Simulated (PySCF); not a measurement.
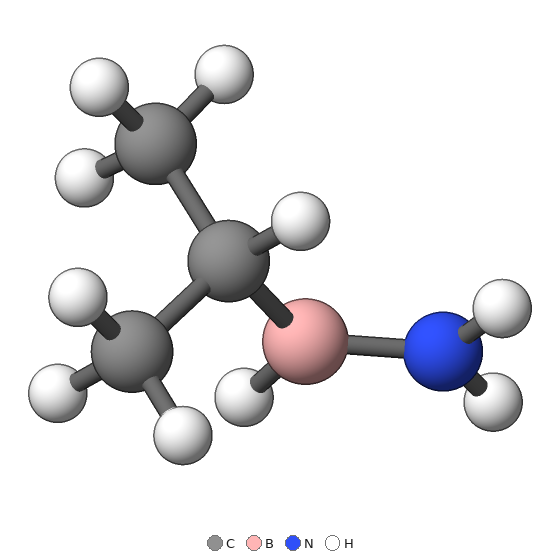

Geometry used (C₃H₁₀BN, SMILES CC(C)BN).

Simulated rotational absorption lines between 18 and 26 GHz at 2 K: rigid rotor with the equilibrium constants and dipole of one optimised conformer (PBE0-D3(BJ)/def2-SVP, PySCF 2.14.0), commonest isotopes; no centrifugal distortion, hyperfine structure, internal rotation or nuclear-spin weights; lines within 1 MHz of each other are summed. Lines of different type are drawn apart.

**What are the rotational constants, and what kind of rotor is it?**

Rotational constants A, B, C = 7.435, 3.185, 2.532 GHz; Ray's κ = −0.73, an asymmetric top on the prolate side.

**Assign the strongest lines, as J(Ka,Kc).**

| GHz | upper | lower | type | relative intensity |
| --- | --- | --- | --- | --- |
| 22.21 | 4(0,4) | 3(0,3) | a | 1.00 |
| 24.02 | 4(1,3) | 3(1,2) | a | 0.92 |
| 21.43 | 4(1,4) | 3(1,3) | a | 0.83 |
| 18.08 | 3(1,2) | 2(1,1) | a | 0.61 |

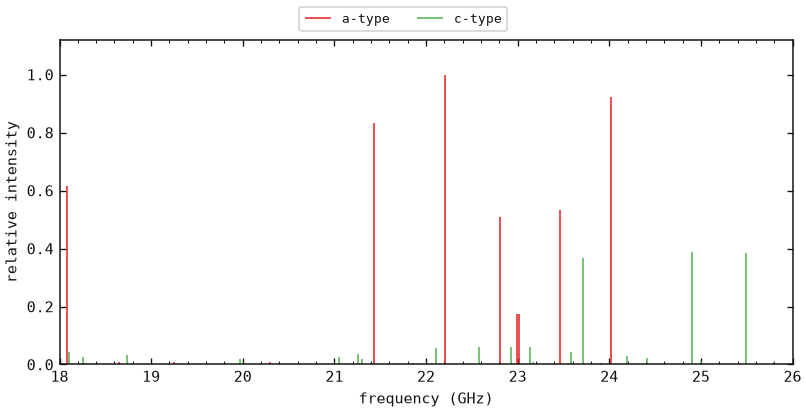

Note: coarse grid, loose stop and no frequency check, small forces are noise and the end may be a saddle.
